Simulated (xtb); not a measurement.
Run report: SnHSF2, molecular dynamics

The run: molecular dynamics of SnHSF2, multiplicity 2, SMILES [F][Sn]([F])[SH]. Method and program: GFN2-xTB (xtb 6.7.1).

The starting geometry was optimised with GFN2-xTB.

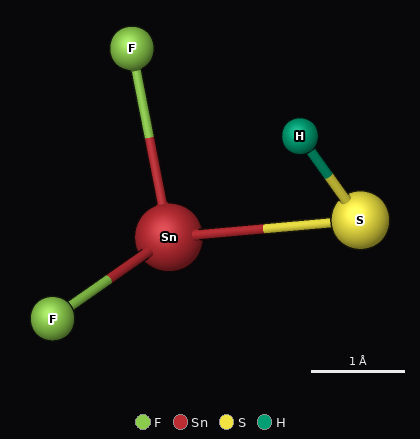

Figure 1. The structure as given in the input (ball-and-stick view, seen at an oblique angle). Sticks mark near contacts.

## Input file (coord)
```
$coord
     -1.200108369966     -1.928692277316      3.372745392710  f
     -0.057598852279      1.585574704867      1.887269480664  sn
      3.581068800688      0.759443134965      0.497640477659  f
     -2.023008508196      0.686461912032     -2.684412651815  s
     -0.300334172987     -1.102768577287     -3.073242699218  h
$end
```

## File input.inp
```
$md
   temp=300
   time=0.2
   step=0.1
   dump=20
   hmass=1
   shake=0
   nvt=false
$end
```

Launch command:
```bash
xtb --md --uhf 1 --input input.inp -- coord | tee xtb.out
```

## Output
```
* xtb version 6.7.1
   ID    Z sym.   atoms
    1    9 f      1, 3
    2   50 sn     2
    3   16 s      4
    4    1 h      5

           -------------------------------------------------
          |                Calculation Setup                |
           -------------------------------------------------

          program call               : xtb --md --uhf 1 --input input.inp -- coord
          coordinate file            : coord
          omp threads                :                     1

           -------------------------------------------------
          |                 G F N 2 - x T B                 |
           -------------------------------------------------

      * Hamiltonian:
        H0-scaling (s, p, d)           1.850000    2.230000    2.230000
        zeta-weighting                 0.500000
      * Dispersion:
        s8                             2.700000
        a1                             0.520000
        a2                             5.000000
        s9                             5.000000
      * Repulsion:
        kExp                           1.500000    1.000000
        rExp                           1.000000
      * Coulomb:
        alpha                          2.000000
        third order                    shell-resolved
        anisotropic                    true
        a3                             3.000000
        a5                             4.000000
        cn-shift                       1.200000
        cn-exp                         4.000000
        max-rad                        5.000000

          ...................................................
          :                      SETUP                      :
          :.................................................:
          :  # basis functions                  29          :
          :  # atomic orbitals                  27          :
          :  # shells                           11          :
          :  # electrons                        25          :
          :  max. iterations                   250          :
          :  Hamiltonian                  GFN2-xTB          :
          :  restarted?                      false          :
          :  GBSA solvation                  false          :
          :  PC potential                    false          :
          :  electronic temp.          300.0000000     K    :
          :  accuracy                    1.0000000          :
          :  -> integral cutoff          0.2500000E+02      :
          :  -> integral neglect         0.1000000E-07      :
          :  -> SCF convergence          0.1000000E-05 Eh   :
          :  -> wf. convergence          0.1000000E-03 e    :
          :  Broyden damping             0.4000000          :
          :  net charge                          0          :
          :  unpaired electrons                  1          :
          ...................................................

 iter      E             dE          RMSdq      gap      omega  full diag
   1    -13.5788262 -0.135788E+02  0.207E+01    2.18       0.0  T
   2    -13.3741817  0.204645E+00  0.293E+01    3.05       1.0  T
   3    -15.1803265 -0.180614E+01  0.166E+01    6.38       1.0  T
   4    -15.1930021 -0.126756E-01  0.159E+01    6.38       1.0  T
   5    -15.3424855 -0.149483E+00  0.942E+00    6.20       1.0  T
   6    -15.3950778 -0.525923E-01  0.726E+00    6.15       1.0  T
   7    -15.3621891  0.328887E-01  0.536E+00    5.75       1.0  T
   8    -15.4040677 -0.418786E-01  0.795E+00    5.29       1.0  T
   9    -15.3883407  0.157270E-01  0.578E+00    5.21       1.0  T
  10    -15.4239032 -0.355626E-01  0.391E+00    5.48       1.0  T
  11    -15.4321948 -0.829155E-02  0.148E+00    5.80       1.0  T
  12    -15.4312719  0.922919E-03  0.142E+00    5.95       1.0  T
  13    -15.4341317 -0.285984E-02  0.860E-01    5.90       1.0  T
  14    -15.4344626 -0.330896E-03  0.755E-01    5.88       1.0  T
  15    -15.4352971 -0.834478E-03  0.560E-01    5.88       1.0  T
  16    -15.4357870 -0.489962E-03  0.119E-01    5.85       1.0  T
  17    -15.4358004 -0.133600E-04  0.813E-02    5.84       1.0  T
  18    -15.4357845  0.158813E-04  0.191E-01    5.84       1.0  T
  19    -15.4358032 -0.186902E-04  0.190E-02    5.84       2.4  T
  20    -15.4358034 -0.151283E-06  0.173E-02    5.84       2.6  T
  21    -15.4358036 -0.247269E-06  0.581E-03    5.84       7.7  T
  22    -15.4358037 -0.700644E-07  0.331E-03    5.84      13.5  T
  23    -15.4358037 -0.601037E-08  0.179E-03    5.84      25.0  T
  24    -15.4358037 -0.143962E-08  0.208E-04    5.84     215.1  T
  25    -15.4358037  0.531468E-10  0.375E-04    5.84     119.3  T

   *** convergence criteria satisfied after 25 iterations ***

         #    Occupation            Energy/Eh            Energy/eV
      -------------------------------------------------------------
         1        2.0000           -0.8934249             -24.3113
       ...           ...                  ...                  ...
         7        2.0000           -0.4725723             -12.8593
         8        2.0000           -0.4711762             -12.8214
         9        2.0000           -0.4666678             -12.6987
        10        2.0000           -0.4600958             -12.5198
        11        2.0000           -0.4570604             -12.4372
        12        1.5889           -0.4377887             -11.9128
        13        1.4111           -0.4371060             -11.8943 (HOMO)
        14                         -0.2225507              -6.0559 (LUMO)
        15                         -0.2088191              -5.6823
        16                         -0.1960342              -5.3344
        17                         -0.1535940              -4.1795
        18                         -0.1389154              -3.7801
       ...                                ...                  ...
        27                          0.4991214              13.5818
      -------------------------------------------------------------
                  HL-Gap            0.2145553 Eh            5.8383 eV
             Fermi-level           -0.3836378 Eh          -10.4393 eV

 SCC (total)                   0 d,  0 h,  0 min,  0.010 sec
 SCC setup                      ...        0 min,  0.000 sec (  1.089%)
 Dispersion                     ...        0 min,  0.000 sec (  0.267%)
 classical contributions        ...        0 min,  0.000 sec (  0.157%)
 integral evaluation            ...        0 min,  0.001 sec ( 11.776%)
 iterations                     ...        0 min,  0.007 sec ( 67.358%)
 molecular gradient             ...        0 min,  0.002 sec ( 17.949%)
 printout                       ...        0 min,  0.000 sec (  1.262%)

         :::::::::::::::::::::::::::::::::::::::::::::::::::::
         ::                     SUMMARY                     ::
         :::::::::::::::::::::::::::::::::::::::::::::::::::::
         :: total energy             -15.425353197252 Eh    ::
         :: gradient norm              0.000185162905 Eh/a0 ::
         :: HOMO-LUMO gap              5.838346646861 eV    ::
         ::.................................................::
         :: SCC energy               -15.435802804665 Eh    ::
         :: -> isotropic ES            0.013895313207 Eh    ::
         :: -> anisotropic ES          0.003700728992 Eh    ::
         :: -> anisotropic XC         -0.000171651871 Eh    ::
         :: -> dispersion             -0.003056578486 Eh    ::
         :: repulsion energy           0.010449607414 Eh    ::
         :: add. restraining           0.000000000000 Eh    ::
         :: total charge              -0.000000000000 e     ::
         :::::::::::::::::::::::::::::::::::::::::::::::::::::

           -------------------------------------------------
          |                Property Printout                |
           -------------------------------------------------

    * Orbital Energies and Occupations

         #    Occupation            Energy/Eh            Energy/eV
      -------------------------------------------------------------
         1        2.0000           -0.8934249             -24.3113
         2        2.0000           -0.7611858             -20.7129
         3        2.0000           -0.7558227             -20.5670
         4        2.0000           -0.7327207             -19.9383
         5        2.0000           -0.5276242             -14.3574
         6        2.0000           -0.4783453             -13.0164
         7        2.0000           -0.4725723             -12.8593
         8        2.0000           -0.4711762             -12.8214
         9        2.0000           -0.4666678             -12.6987
        10        2.0000           -0.4600958             -12.5198
        11        2.0000           -0.4570604             -12.4372
        12        1.5889           -0.4377887             -11.9128
        13        1.4111           -0.4371060             -11.8943 (HOMO)
        14                         -0.2225507              -6.0559 (LUMO)
        15                         -0.2088191              -5.6823
        16                         -0.1960342              -5.3344
        17                         -0.1535940              -4.1795
        18                         -0.1389154              -3.7801
        19                         -0.1300745              -3.5395
        20                         -0.1239159              -3.3719
        21                         -0.0448176              -1.2196
        22                         -0.0295560              -0.8043
        23                         -0.0250218              -0.6809
        24                          0.0031363               0.0853
       ...                                ...                  ...
        27                          0.4991214              13.5818
      -------------------------------------------------------------
                  HL-Gap            0.2145553 Eh            5.8383 eV
             Fermi-level           -0.3836378 Eh          -10.4393 eV

     #   Z          covCN         q      C6AA      α(0)
     1   9 f        0.686    -0.347    12.888     4.238
     2  50 sn       2.174     0.619   415.047    43.189
     3   9 f        0.687    -0.361    13.051     4.265
     4  16 s        1.724    -0.123   146.191    20.352
     5   1 h        0.923     0.212     1.039     1.594

 Mol. C6AA /au·bohr⁶  :       1599.231949
 Mol. C8AA /au·bohr⁸  :     117163.294922
 Mol. α(0) /au        :         73.638653

Wiberg/Mayer (AO) data.
largest (>0.10) Wiberg bond orders for each atom

 ---------------------------------------------------------------------------
     #   Z sym  total        # sym  WBO       # sym  WBO       # sym  WBO
 ---------------------------------------------------------------------------
     1   9 f    1.044 --     2 sn   0.943
     2  50 sn   2.404 --     3 f    0.945     1 f    0.943     4 s    0.482
     3   9 f    1.042 --     2 sn   0.945
     4  16 s    1.539 --     5 h    0.920     2 sn   0.482
     5   1 h    0.955 --     4 s    0.920
 ---------------------------------------------------------------------------

Topologies differ in total number of bonds
Writing topology from bond orders to xtbtopo.mol

molecular dipole:
                 x           y           z       tot (Debye)
 q only:       -0.725       1.058      -0.503
   full:       -0.793       1.744       0.026       4.869
molecular quadrupole (traceless):
                xx          xy          yy          xz          yz          zz
 q only:       -5.378      -2.398       3.421       0.330       7.381       1.958
  q+dip:       -7.606      -2.854       6.215      -1.856      11.391       1.390
   full:       -8.411      -3.511       6.095      -0.498      12.415       2.317

           -------------------------------------------------
          | TOTAL ENERGY              -15.425353197252 Eh   |
          | GRADIENT NORM               0.000185162905 Eh/α |
          | HOMO-LUMO GAP               5.838346646861 eV   |
           -------------------------------------------------
           -------------------------------------------------
          |               Molecular Dynamics                |
           -------------------------------------------------
 trajectories on xtb.trj or xtb.trj.<n>

 MD time /ps        :    0.20
 dt /fs             :    0.10
 SCC accuracy       :    2.00
 temperature /K     :  300.00
 max steps          :  2000
 block length (av.) :  5000
 dumpstep(trj) /fs  :   20.00   200
 dumpstep(coords)/fs: 1000.00 10000
 H atoms mass (amu) :     1
 # deg. of freedom  :    15
 SHAKE off
         time (ps)    <Epot>      Ekin   <T>   T     Etot       error
      0    0.00      0.00000   0.0228    0.    0.   -15.40255    0.0000
    200    0.02    -15.34230   0.0056  488.  238.   -15.40748    0.0001
    400    0.04    -15.37915   0.0074  429.  310.   -15.40720   -0.0002
    600    0.06    -15.39138   0.0088  406.  371.   -15.40723   -0.0001
    800    0.08    -15.39797   0.0125  414.  527.   -15.40737    0.0000
   1000    0.10    -15.40161   0.0116  405.  490.   -15.40740    0.0000
   1200    0.12    -15.40414   0.0074  404.  313.   -15.40754    0.0002
   1400    0.14    -15.40553   0.0052  385.  221.   -15.40764    0.0003
   1600    0.16    -15.40656   0.0040  371.  167.   -15.40744    0.0001
   1800    0.18    -15.40726   0.0036  355.  151.   -15.40736   -0.0000
 average properties
 Epot               :  -15.407997031144882
 Epot (accurate SCC):  -15.415681948802479
 Ekin               :   8.3153390908698634E-003
 Etot               :  -15.399681692054012
 T                  :   350.10385101710438
 normal exit of md()

------------------------------------------------------------------------
------------------------------------------------------------------------
 total:
 *  cpu-time:     0 d,  0 h,  0 min,  8.930 sec
 * ratio c/w:     0.999 speedup
 SCF:
 *  cpu-time:     0 d,  0 h,  0 min,  0.010 sec
 * ratio c/w:     1.000 speedup
 MD:
 *  cpu-time:     0 d,  0 h,  0 min,  8.905 sec
 * ratio c/w:     0.999 speedup
```

## Standard error
```
normal termination of xtb
```

## Trajectory as extended XYZ (Å, eV, eV/Å), 10 frames, from step=0 to step=9
```
5
Properties=species:S:1:pos:R:3 step=0 time_fs=0.0 energy=-419.74524
F    -0.6351   -1.0206    1.7848
Sn   -0.0305    0.8390    0.9987
F     1.8950    0.4019    0.2633
S    -1.0705    0.3633   -1.4205
H    -0.1589   -0.5836   -1.6263
5
Properties=species:S:1:pos:R:3 step=1 time_fs=20.0 energy=-419.41257
F    -0.6758   -0.9597    1.6780
Sn   -0.0548    0.8326    0.9965
F     1.9760    0.4034    0.1502
S    -1.0056    0.3535   -1.3048
H    -0.1208   -0.7367   -0.9237
5
Properties=species:S:1:pos:R:3 step=2 time_fs=40.0 energy=-419.45157
F    -0.7505   -1.0146    1.6203
Sn   -0.0504    0.8502    1.0010
F     1.9597    0.4259    0.0911
S    -0.9504    0.3125   -1.2371
H    -0.6886   -0.8876   -1.4109
5
Properties=species:S:1:pos:R:3 step=3 time_fs=60.0 energy=-419.49207
F    -0.8305   -1.1043    1.5896
Sn   -0.0167    0.8727    1.0217
F     1.8556    0.4698    0.0922
S    -0.9543    0.2645   -1.2932
H    -1.0645   -1.1471   -1.5033
5
Properties=species:S:1:pos:R:3 step=4 time_fs=80.0 energy=-419.59647
F    -0.8700   -1.1120    1.5497
Sn    0.0179    0.8797    1.0549
F     1.7640    0.5167    0.1188
S    -1.0040    0.2111   -1.4270
H    -1.0899   -1.0098   -0.9073
5
Properties=species:S:1:pos:R:3 step=5 time_fs=100.0 energy=-419.57343
F    -0.8557   -1.0235    1.4989
Sn    0.0258    0.8754    1.0963
F     1.8064    0.5328    0.1089
S    -1.0666    0.1610   -1.5497
H    -1.0963   -0.8861   -0.7278
5
Properties=species:S:1:pos:R:3 step=6 time_fs=120.0 energy=-419.46266
F    -0.8245   -0.9361    1.4633
Sn    0.0215    0.8757    1.1355
F     1.9126    0.5227    0.0851
S    -1.1272    0.1254   -1.6423
H    -1.2495   -1.2477   -1.2879
5
Properties=species:S:1:pos:R:3 step=7 time_fs=140.0 energy=-419.40600
F    -0.8314   -0.9653    1.4579
Sn    0.0333    0.8902    1.1542
F     1.9387    0.5149    0.1153
S    -1.1835    0.0905   -1.7072
H    -1.2122   -1.1447   -1.8957
5
Properties=species:S:1:pos:R:3 step=8 time_fs=160.0 energy=-419.36607
F    -0.8493   -1.0425    1.4699
Sn    0.0607    0.9050    1.1529
F     1.8601    0.5208    0.2086
S    -1.2366    0.0823   -1.7586
H    -0.9305   -1.2914   -2.0970
5
Properties=species:S:1:pos:R:3 step=9 time_fs=180.0 energy=-419.35305
F    -0.8226   -1.0470    1.4730
Sn    0.0720    0.9065    1.1482
F     1.8196    0.5110    0.2860
S    -1.2807    0.0749   -1.7977
H    -0.6018   -0.9552   -1.8150
```

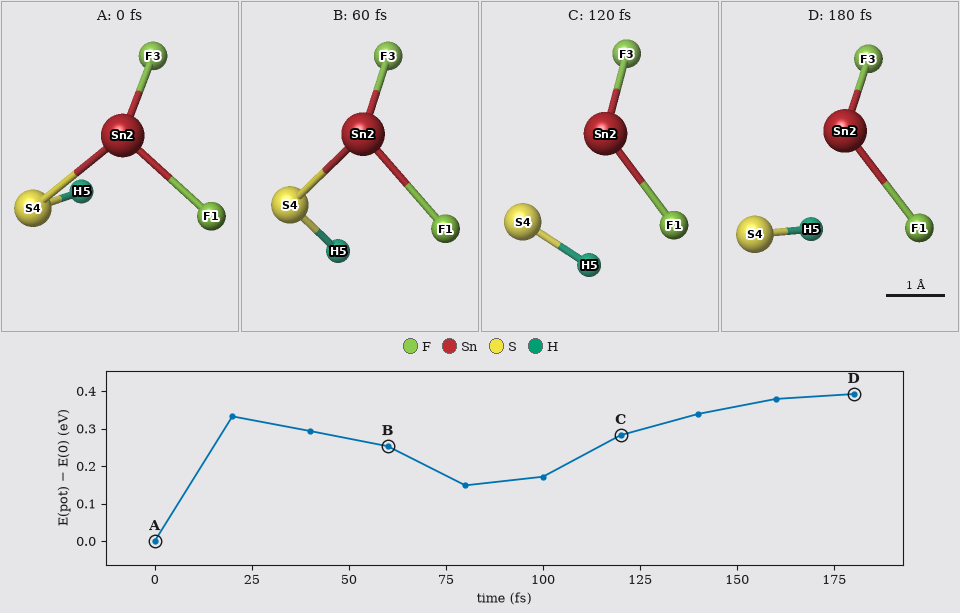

Figure 2. Frames of the molecular dynamics (ball-and-stick, seen at a tilt) above the curves, on which the letters mark them. The trajectory kept here has 10 frames over 180 fs. The potential energy ends 0.392 eV above its first value. After an unweighted best fit of the last frame on the first, the root-mean-square displacement is 0.32 Å.

## Results in brief

```tsv
quantity	value
outcome	finished
trajectory	10 frames kept, 180 fs
electrons treated	25
potential energy (first step)	−15.425353 hartree
dispersion energy (first step)	−0.003057 hartree
basis functions (first step)	29
hardware	1 thread of Intel Xeon @ 2.70GHz, 189 GiB of memory available, shared host
wall time	9 s
peak memory	0.071 GiB
```

## Remarks

The record of the run, not the program, notes: no spin polarisation: high-spin states lie too high. So short a trajectory is not equilibrated.
